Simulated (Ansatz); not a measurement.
# SiH3+ (triplet): PBE0, B3LYP, BHLYP over a scan of the distance Si1–H3, cc-pVDZ

Aim: run SiH3+ (triplet) with these functionals over a scan of the distance Si1–H3, and hold them against the top wave-function level at the same points.

The runs use Ansatz 0.2.0, Gaussian basis; cc-pVDZ, all electrons in the functionals.

To be run: PBE0, B3LYP, BHLYP, at 1.372 Å; 1.491 Å; 1.694 Å; 1.896 Å; 2.050 Å; 2.314 Å; 2.757 Å; 3.184 Å; 3.649 Å; 4.539 Å; 5.866 Å.

15 further runs of the same task are left out: 11 that didn't finish, 4 set aside as unsound or not needed.

## 1. The system

The geometry derives from a PBE0/def2-TZVP stationary point (not a proven minimum). One bond is set to the value named and the two fragments are kept rigid.

4 atoms, charge 1, spin multiplicity 3.

Atoms are counted from 1 here; the program's logs count them from 0.

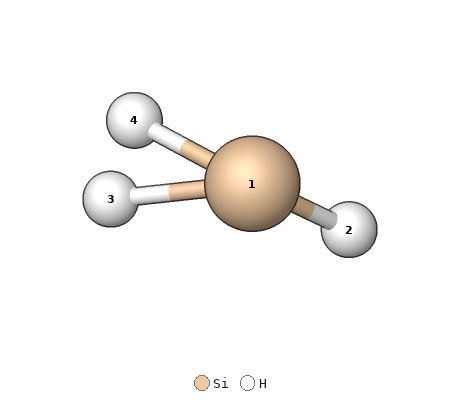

The structure; silicon light orange, hydrogen white; atoms are numbered from 1 in the order of the file.

No dispersion term is added. B3LYP takes the VWN-RPA correlation.

The geometry shown and the zero of energy belong to the point 1.694 Å. The yardstick, FCI, and other wave-function levels (R restricted, U unrestricted, valence and pair active spaces) come from earlier runs.

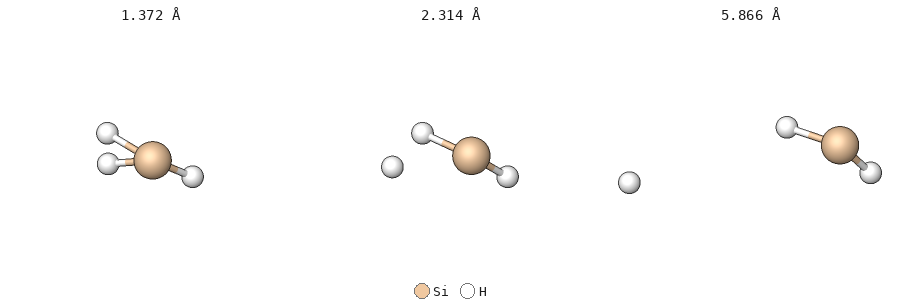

Three points of the scan; sticks are drawn by distance.

## 2. PBE0, 1.372 Å

in.yaml reads:

```yaml
crystal:
  periodic: [false, false, false]
  atoms:
    - {symbol: Si, position_ang: [0.002706, 0.065203, -0.068937]}
    - {symbol: H, position_ang: [0.002706, -1.227944, -0.813669]}
    - {symbol: H, position_ang: [0.358517, -0.256666, 1.216436]}
    - {symbol: H, position_ang: [-0.436615, -0.332209, 1.518117]}
basis:
  gaussian: {orbitals: cc-pVDZ}
total_charge: 1
magnetization: {spin_polarized: true, initial_magnetization: 2}
hamiltonian: {xc: {name: PBE0}}
output: {orbitals: {seedname: orbitals}}
```

Run with:

```console
> ansatz run in.yaml --threads 1 --pin off --events-out ev --progress --plain --max-ram 2393MiB
```

What it wrote, shortened:

```text
Functional definition: PBE0
  name "PBE0"
  cite "Adamo & Barone, J. Chem. Phys. 110, 6158 (1999) doi:10.1063/1.478522"
  cite "Perdew, Burke & Ernzerhof, Phys. Rev. Lett. 77, 3865 (1996) doi:10.1103/PhysRevLett.77.3865"
  parent pbe
[...]
313 factors; integrals over basis functions are off by at most 1.2e-3 eV
[...]
mean field -7909.49420173 eV, -290.6685506660 hartree, gradient 1.8e-5 eV, S^2 2.002463; 0 other end points of the search recorded, 0 dependent functions left out
reference -7909.49422273 eV, -290.6685514376 hartree; 9, 7 occupied and 24, 26 virtual orbitals, 313 factors
Total energy: -7909.49422273 eV, -290.6685514376 hartree
```

It took 0.57 s on 1 thread of AMD EPYC 7B13, shared host.

From the report: ⟨S²⟩ of the determinant 2.002 (pure triplet: 2.00).

## 3. PBE0, 1.491 Å

in.yaml reads:

```yaml
crystal:
  periodic: [false, false, false]
  atoms:
    - {symbol: Si, position_ang: [0.001706, 0.066107, -0.072549]}
    - {symbol: H, position_ang: [0.001706, -1.227040, -0.817281]}
    - {symbol: H, position_ang: [0.388378, -0.283679, 1.324310]}
    - {symbol: H, position_ang: [-0.437615, -0.331305, 1.514505]}
basis:
  gaussian: {orbitals: cc-pVDZ}
total_charge: 1
magnetization: {spin_polarized: true, initial_magnetization: 2}
hamiltonian: {xc: {name: PBE0}}
output: {forces: true, orbitals: {seedname: orbitals}}
```

The command is unchanged.

What it wrote:

```text
Functional definition: PBE0
  name "PBE0"
  cite "Adamo & Barone, J. Chem. Phys. 110, 6158 (1999) doi:10.1063/1.478522"
  cite "Perdew, Burke & Ernzerhof, Phys. Rev. Lett. 77, 3865 (1996) doi:10.1103/PhysRevLett.77.3865"
  parent pbe
  parameter a = 0.25
  parameter kappa = 0.804
  parameter beta = 0.06672455060314922
  exchange = (1 - a)*pbe_x(kappa = kappa, mu = beta*pi^2/3) + a*exact_x
  correlation = pbe_c(beta = beta)
313 factors; integrals over basis functions are off by at most 1.3e-3 eV
mean field evaluation 1: about -7909.3390 eV, gradient 7.9e0 eV
mean field evaluation 2: about -7909.8337 eV, gradient 3.2e0 eV
mean field evaluation 4: about -7909.9340 eV, gradient 1.7e-1 eV
mean field evaluation 8: about -7909.9349 eV, gradient 4.6e-3 eV
mean field -7909.93491911 eV, -290.6847467310 hartree, gradient 4.5e-5 eV, S^2 2.002429; 0 other end points of the search recorded, 0 dependent functions left out
the calculation of the forces begins
reference -7909.93494020 eV, -290.6847475057 hartree; 9, 7 occupied and 24, 26 virtual orbitals, 313 factors
Total energy: -7909.93494020 eV, -290.6847475057 hartree
Atom 0 at     0.001706     0.066107    -0.072549 Å, force    -0.671490     0.605299    -2.117791 eV/Å
Atom 1 at     0.001706    -1.227040    -0.817281 Å, force    -0.021711    -0.096173    -0.103917 eV/Å
Atom 2 at     0.388378    -0.283679     1.324310 Å, force     1.646999    -0.475353     2.153898 eV/Å
Atom 3 at    -0.437615    -0.331305     1.514505 Å, force    -0.953798    -0.033773     0.067810 eV/Å
Dipole moment:    -0.012752    -0.053947     0.249357 e Å
```

Wall time 0.63 s (1 thread of AMD EPYC 7B13, shared host).

From the report: ⟨S²⟩ of the determinant 2.002 (pure triplet: 2.00).

## 4. PBE0, 1.694 Å

in.yaml reads:

```yaml
crystal:
  periodic: [false, false, false]
  atoms:
    - {symbol: Si, position_ang: [0.000000, 0.067650, -0.078712]}
    - {symbol: H, position_ang: [0.000000, -1.225497, -0.823444]}
    - {symbol: H, position_ang: [0.439321, -0.329762, 1.508342]}
    - {symbol: H, position_ang: [-0.439321, -0.329762, 1.508342]}
basis:
  gaussian: {orbitals: cc-pVDZ}
total_charge: 1
magnetization: {spin_polarized: true, initial_magnetization: 2}
hamiltonian: {xc: {name: PBE0}}
output: {orbitals: {seedname: orbitals}}
```

Same command.

What it wrote, shortened:

```text
Functional definition: PBE0
  name "PBE0"
  cite "Adamo & Barone, J. Chem. Phys. 110, 6158 (1999) doi:10.1063/1.478522"
  cite "Perdew, Burke & Ernzerhof, Phys. Rev. Lett. 77, 3865 (1996) doi:10.1103/PhysRevLett.77.3865"
  parent pbe
[...]
315 factors; integrals over basis functions are off by at most 1.2e-3 eV
[...]
mean field -7910.18718926 eV, -290.6940174879 hartree, gradient 4.7e-5 eV, S^2 2.002496; 0 other end points of the search recorded, 0 dependent functions left out
reference -7910.18721044 eV, -290.6940182662 hartree; 9, 7 occupied and 24, 26 virtual orbitals, 315 factors
Total energy: -7910.18721044 eV, -290.6940182662 hartree
```

Run time: 0.51 s. Hardware: 1 thread of AMD EPYC 7B13, shared host.

From the report: ⟨S²⟩ of the determinant 2.002 (pure triplet: 2.00).

## 5. PBE0, 1.896 Å

in.yaml reads:

```yaml
crystal:
  periodic: [false, false, false]
  atoms:
    - {symbol: Si, position_ang: [-0.001697, 0.069185, -0.084843]}
    - {symbol: H, position_ang: [-0.001697, -1.223962, -0.829575]}
    - {symbol: H, position_ang: [0.490007, -0.375612, 1.691445]}
    - {symbol: H, position_ang: [-0.441018, -0.328227, 1.502211]}
basis:
  gaussian: {orbitals: cc-pVDZ}
total_charge: 1
magnetization: {spin_polarized: true, initial_magnetization: 2}
hamiltonian: {xc: {name: PBE0}}
output: {orbitals: {seedname: orbitals}}
```

Same command.

What it wrote, shortened:

```text
Functional definition: PBE0
  name "PBE0"
  cite "Adamo & Barone, J. Chem. Phys. 110, 6158 (1999) doi:10.1063/1.478522"
  cite "Perdew, Burke & Ernzerhof, Phys. Rev. Lett. 77, 3865 (1996) doi:10.1103/PhysRevLett.77.3865"
  parent pbe
[...]
314 factors; integrals over basis functions are off by at most 1.3e-3 eV
[...]
mean field -7910.06858006 eV, -290.6896586801 hartree, gradient 3.1e-5 eV, S^2 2.002694; 0 other end points of the search recorded, 0 dependent functions left out
reference -7910.06860135 eV, -290.6896594627 hartree; 9, 7 occupied and 24, 26 virtual orbitals, 314 factors
Total energy: -7910.06860135 eV, -290.6896594627 hartree
```

Run time: 0.54 s. Hardware: 1 thread of AMD EPYC 7B13, shared host.

From the report: ⟨S²⟩ of the determinant 2.003 (pure triplet: 2.00).

From 1.694 Å: +11.4 kJ/mol.

## 6. PBE0, 2.050 Å

in.yaml reads:

```yaml
crystal:
  periodic: [false, false, false]
  atoms:
    - {symbol: Si, position_ang: [-0.002991, 0.070356, -0.089517]}
    - {symbol: H, position_ang: [-0.002991, -1.222791, -0.834249]}
    - {symbol: H, position_ang: [0.528651, -0.410570, 1.831047]}
    - {symbol: H, position_ang: [-0.442312, -0.327056, 1.497537]}
basis:
  gaussian: {orbitals: cc-pVDZ}
total_charge: 1
magnetization: {spin_polarized: true, initial_magnetization: 2}
hamiltonian: {xc: {name: PBE0}}
output: {orbitals: {seedname: orbitals}}
```

Launched as before.

What it wrote, shortened:

```text
Functional definition: PBE0
  name "PBE0"
  cite "Adamo & Barone, J. Chem. Phys. 110, 6158 (1999) doi:10.1063/1.478522"
  cite "Perdew, Burke & Ernzerhof, Phys. Rev. Lett. 77, 3865 (1996) doi:10.1103/PhysRevLett.77.3865"
  parent pbe
[...]
315 factors; integrals over basis functions are off by at most 1.3e-3 eV
[...]
mean field -7909.81432213 eV, -290.6803148735 hartree, gradient 1.3e-5 eV, S^2 2.003304; 0 other end points of the search recorded, 0 dependent functions left out
reference -7909.81434361 eV, -290.6803156631 hartree; 9, 7 occupied and 24, 26 virtual orbitals, 315 factors
Total energy: -7909.81434361 eV, -290.6803156631 hartree
```

Run time: 0.54 s. Hardware: 1 thread of AMD EPYC 7B13, shared host.

From the report: ⟨S²⟩ of the determinant 2.003 (pure triplet: 2.00).

From 1.694 Å: +36.0 kJ/mol.

## 7. PBE0, 2.314 Å

in.yaml reads:

```yaml
crystal:
  periodic: [false, false, false]
  atoms:
    - {symbol: Si, position_ang: [-0.005209, 0.072363, -0.097531]}
    - {symbol: H, position_ang: [-0.005209, -1.220784, -0.842263]}
    - {symbol: H, position_ang: [0.594897, -0.470497, 2.070365]}
    - {symbol: H, position_ang: [-0.444530, -0.325049, 1.489523]}
basis:
  gaussian: {orbitals: cc-pVDZ}
total_charge: 1
magnetization: {spin_polarized: true, initial_magnetization: 2}
hamiltonian: {xc: {name: PBE0}}
output: {forces: true, orbitals: {seedname: orbitals}}
```

Launched as before.

What it wrote:

```text
Functional definition: PBE0
  name "PBE0"
  cite "Adamo & Barone, J. Chem. Phys. 110, 6158 (1999) doi:10.1063/1.478522"
  cite "Perdew, Burke & Ernzerhof, Phys. Rev. Lett. 77, 3865 (1996) doi:10.1103/PhysRevLett.77.3865"
  parent pbe
  parameter a = 0.25
  parameter kappa = 0.804
  parameter beta = 0.06672455060314922
  exchange = (1 - a)*pbe_x(kappa = kappa, mu = beta*pi^2/3) + a*exact_x
  correlation = pbe_c(beta = beta)
318 factors; integrals over basis functions are off by at most 1.2e-3 eV
mean field evaluation 1: about -7908.6787 eV, gradient 7.2e0 eV
mean field evaluation 2: about -7909.1115 eV, gradient 3.3e0 eV
mean field evaluation 4: about -7909.2304 eV, gradient 2.1e-1 eV
mean field evaluation 8: about -7909.2304 eV, gradient 1.0e-2 eV
mean field evaluation 16: about -7909.2304 eV, gradient 1.3e-5 eV
mean field -7909.23044716 eV, -290.6588578641 hartree, gradient 1.3e-5 eV, S^2 2.010343; 0 other end points of the search recorded, 0 dependent functions left out
the calculation of the forces begins
reference -7909.23046906 eV, -290.6588586690 hartree; 9, 7 occupied and 24, 26 virtual orbitals, 318 factors
Total energy: -7909.23046906 eV, -290.6588586690 hartree
Atom 0 at    -0.005209     0.072363    -0.097531 Å, force     0.174273    -0.313440     1.717004 eV/Å
Atom 1 at    -0.005209    -1.220784    -0.842263 Å, force     0.065138    -0.209970    -0.328172 eV/Å
Atom 2 at     0.594897    -0.470497     2.070365 Å, force    -1.476636     0.438346    -1.824371 eV/Å
Atom 3 at    -0.444530    -0.325049     1.489523 Å, force     1.237225     0.085064     0.435538 eV/Å
Dipole moment:     0.041767    -0.046490     0.224893 e Å
```

Run time: 0.66 s. Hardware: 1 thread of AMD EPYC 7B13, shared host.

From the report: ⟨S²⟩ of the determinant 2.010 (pure triplet: 2.00).

From 1.694 Å: +92.3 kJ/mol.

## 8. PBE0, 2.757 Å

in.yaml reads:

```yaml
crystal:
  periodic: [false, false, false]
  atoms:
    - {symbol: Si, position_ang: [-0.008932, 0.075730, -0.110978]}
    - {symbol: H, position_ang: [-0.008932, -1.217417, -0.855710]}
    - {symbol: H, position_ang: [0.706062, -0.571057, 2.471947]}
    - {symbol: H, position_ang: [-0.448253, -0.321682, 1.476076]}
basis:
  gaussian: {orbitals: cc-pVDZ}
total_charge: 1
magnetization: {spin_polarized: true, initial_magnetization: 2}
hamiltonian: {xc: {name: PBE0}}
output: {orbitals: {seedname: orbitals}}
```

The command is unchanged.

What it wrote, shortened:

```text
Functional definition: PBE0
  name "PBE0"
  cite "Adamo & Barone, J. Chem. Phys. 110, 6158 (1999) doi:10.1063/1.478522"
  cite "Perdew, Burke & Ernzerhof, Phys. Rev. Lett. 77, 3865 (1996) doi:10.1103/PhysRevLett.77.3865"
  parent pbe
[...]
316 factors; integrals over basis functions are off by at most 1.2e-3 eV
[...]
mean field -7908.67308256 eV, -290.6383750928 hartree, gradient 2.0e-5 eV, S^2 2.018873; 2 other end points of the search recorded, 0 dependent functions left out
reference -7908.67310620 eV, -290.6383759618 hartree; 9, 7 occupied and 24, 26 virtual orbitals, 316 factors
Total energy: -7908.67310620 eV, -290.6383759618 hartree
```

It took 0.63 s on 1 thread of AMD EPYC 7B13, shared host.

From the report: ⟨S²⟩ of the determinant 2.019 (pure triplet: 2.00).

From 1.694 Å: +146.1 kJ/mol.

## 9. PBE0, 3.184 Å

in.yaml reads:

```yaml
crystal:
  periodic: [false, false, false]
  atoms:
    - {symbol: Si, position_ang: [-0.012520, 0.078975, -0.123939]}
    - {symbol: H, position_ang: [-0.012520, -1.214172, -0.868671]}
    - {symbol: H, position_ang: [0.813211, -0.667985, 2.859025]}
    - {symbol: H, position_ang: [-0.451841, -0.318437, 1.463115]}
basis:
  gaussian: {orbitals: cc-pVDZ}
total_charge: 1
magnetization: {spin_polarized: true, initial_magnetization: 2}
hamiltonian: {xc: {name: PBE0}}
output: {forces: true, orbitals: {seedname: orbitals}}
```

The command is unchanged.

What it wrote:

```text
Functional definition: PBE0
  name "PBE0"
  cite "Adamo & Barone, J. Chem. Phys. 110, 6158 (1999) doi:10.1063/1.478522"
  cite "Perdew, Burke & Ernzerhof, Phys. Rev. Lett. 77, 3865 (1996) doi:10.1103/PhysRevLett.77.3865"
  parent pbe
  parameter a = 0.25
  parameter kappa = 0.804
  parameter beta = 0.06672455060314922
  exchange = (1 - a)*pbe_x(kappa = kappa, mu = beta*pi^2/3) + a*exact_x
  correlation = pbe_c(beta = beta)
316 factors; integrals over basis functions are off by at most 1.2e-3 eV
mean field evaluation 1: about -7906.9209 eV, gradient 9.6e0 eV
mean field evaluation 2: about -7907.9135 eV, gradient 7.3e0 eV
mean field evaluation 4: about -7908.6567 eV, gradient 7.5e-1 eV
mean field evaluation 8: about -7908.6674 eV, gradient 2.9e-2 eV
mean field evaluation 16: about -7908.6675 eV, gradient 2.1e-5 eV
mean field -7908.66745419 eV, -290.6381682542 hartree, gradient 2.1e-5 eV, S^2 2.005043; 0 other end points of the search recorded, 0 dependent functions left out
the calculation of the forces begins
reference -7908.66747908 eV, -290.6381691689 hartree; 9, 7 occupied and 24, 26 virtual orbitals, 316 factors
Total energy: -7908.66747908 eV, -290.6381691689 hartree
Atom 0 at    -0.012520     0.078975    -0.123939 Å, force    -0.683987    -0.913715     2.452886 eV/Å
Atom 1 at    -0.012520    -1.214172    -0.868671 Å, force     0.133986    -0.026775    -0.616200 eV/Å
Atom 2 at     0.813211    -0.667985     2.859025 Å, force     0.082253    -0.005859     0.064045 eV/Å
Atom 3 at    -0.451841    -0.318437     1.463115 Å, force     0.467748     0.946349    -1.900731 eV/Å
Dipole moment:    -0.000881     0.034659    -0.050545 e Å
```

It took 0.63 s on 1 thread of AMD EPYC 7B13, shared host.

From the report: ⟨S²⟩ of the determinant 2.005 (pure triplet: 2.00).

From 1.694 Å: +146.6 kJ/mol.

## 10. PBE0, 3.649 Å

in.yaml reads:

```yaml
crystal:
  periodic: [false, false, false]
  atoms:
    - {symbol: Si, position_ang: [-0.016427, 0.082510, -0.138054]}
    - {symbol: H, position_ang: [-0.016427, -1.210637, -0.882786]}
    - {symbol: H, position_ang: [0.929896, -0.773538, 3.280551]}
    - {symbol: H, position_ang: [-0.455748, -0.314902, 1.449000]}
basis:
  gaussian: {orbitals: cc-pVDZ}
total_charge: 1
magnetization: {spin_polarized: true, initial_magnetization: 2}
hamiltonian: {xc: {name: PBE0}}
output: {forces: true, orbitals: {seedname: orbitals}}
```

Launched as before.

What it wrote:

```text
Functional definition: PBE0
  name "PBE0"
  cite "Adamo & Barone, J. Chem. Phys. 110, 6158 (1999) doi:10.1063/1.478522"
  cite "Perdew, Burke & Ernzerhof, Phys. Rev. Lett. 77, 3865 (1996) doi:10.1103/PhysRevLett.77.3865"
  parent pbe
  parameter a = 0.25
  parameter kappa = 0.804
  parameter beta = 0.06672455060314922
  exchange = (1 - a)*pbe_x(kappa = kappa, mu = beta*pi^2/3) + a*exact_x
  correlation = pbe_c(beta = beta)
317 factors; integrals over basis functions are off by at most 1.2e-3 eV
mean field evaluation 1: about -7904.4357 eV, gradient 1.2e1 eV
mean field evaluation 2: about -7899.9120 eV, gradient 2.3e1 eV
mean field evaluation 4: about -7908.6562 eV, gradient 1.6e0 eV
mean field evaluation 8: about -7908.6932 eV, gradient 4.2e-2 eV
mean field evaluation 16: about -7908.6933 eV, gradient 2.2e-5 eV
mean field -7908.69329362 eV, -290.6391178357 hartree, gradient 2.2e-5 eV, S^2 2.003543; 0 other end points of the search recorded, 0 dependent functions left out
the calculation of the forces begins
reference -7908.69331990 eV, -290.6391188014 hartree; 9, 7 occupied and 24, 26 virtual orbitals, 317 factors
Total energy: -7908.69331990 eV, -290.6391188014 hartree
Atom 0 at    -0.016427     0.082510    -0.138054 Å, force    -0.701535    -0.910509     2.441548 eV/Å
Atom 1 at    -0.016427    -1.210637    -0.882786 Å, force     0.140328    -0.029263    -0.612022 eV/Å
Atom 2 at     0.929896    -0.773538     3.280551 Å, force     0.023357    -0.001688     0.018176 eV/Å
Atom 3 at    -0.455748    -0.314902     1.449000 Å, force     0.537850     0.941460    -1.847702 eV/Å
Dipole moment:    -0.021799     0.051633    -0.125462 e Å
```

Wall time 0.73 s (1 thread of AMD EPYC 7B13, shared host).

From the report: ⟨S²⟩ of the determinant 2.004 (pure triplet: 2.00).

From 1.694 Å: +144.1 kJ/mol.

## 11. PBE0, 4.539 Å

in.yaml reads:

```yaml
crystal:
  periodic: [false, false, false]
  atoms:
    - {symbol: Si, position_ang: [-0.023905, 0.089275, -0.165069]}
    - {symbol: H, position_ang: [-0.023905, -1.203872, -0.909801]}
    - {symbol: H, position_ang: [1.153228, -0.975565, 4.087341]}
    - {symbol: H, position_ang: [-0.463226, -0.308137, 1.421985]}
basis:
  gaussian: {orbitals: cc-pVDZ}
total_charge: 1
magnetization: {spin_polarized: true, initial_magnetization: 2}
hamiltonian: {xc: {name: PBE0}}
output: {forces: true, orbitals: {seedname: orbitals}}
```

Same command.

What it wrote:

```text
Functional definition: PBE0
  name "PBE0"
  cite "Adamo & Barone, J. Chem. Phys. 110, 6158 (1999) doi:10.1063/1.478522"
  cite "Perdew, Burke & Ernzerhof, Phys. Rev. Lett. 77, 3865 (1996) doi:10.1103/PhysRevLett.77.3865"
  parent pbe
  parameter a = 0.25
  parameter kappa = 0.804
  parameter beta = 0.06672455060314922
  exchange = (1 - a)*pbe_x(kappa = kappa, mu = beta*pi^2/3) + a*exact_x
  correlation = pbe_c(beta = beta)
315 factors; integrals over basis functions are off by at most 1.2e-3 eV
mean field evaluation 1: about -7902.2350 eV, gradient 1.1e1 eV
mean field evaluation 2: about -7889.4879 eV, gradient 2.4e1 eV
mean field evaluation 4: about -7908.6440 eV, gradient 1.9e0 eV
mean field evaluation 8: about -7908.6882 eV, gradient 1.2e-1 eV
mean field evaluation 16: about -7908.6885 eV, gradient 7.2e-5 eV
mean field -7908.68848756 eV, -290.6389412162 hartree, gradient 3.6e-5 eV, S^2 2.003841; 2 other end points of the search recorded, 0 dependent functions left out
the calculation of the forces begins
reference -7908.68851657 eV, -290.6389422824 hartree; 9, 7 occupied and 24, 26 virtual orbitals, 315 factors
Total energy: -7908.68851657 eV, -290.6389422824 hartree
Atom 0 at    -0.023905     0.089275    -0.165069 Å, force    -0.706557    -0.902363     2.425847 eV/Å
Atom 1 at    -0.023905    -1.203872    -0.909801 Å, force     0.142356    -0.032733    -0.608102 eV/Å
Atom 2 at     1.153228    -0.975565     4.087341 Å, force    -0.004488     0.003397    -0.013072 eV/Å
Atom 3 at    -0.463226    -0.308137     1.421985 Å, force     0.568690     0.931699    -1.804672 eV/Å
Dipole moment:    -0.053788     0.075826    -0.227619 e Å
```

Wall time 0.79 s (1 thread of AMD EPYC 7B13, shared host).

From the report: ⟨S²⟩ of the determinant 2.004 (pure triplet: 2.00).

From 1.694 Å: +144.6 kJ/mol.

[end of part 1 of 3]
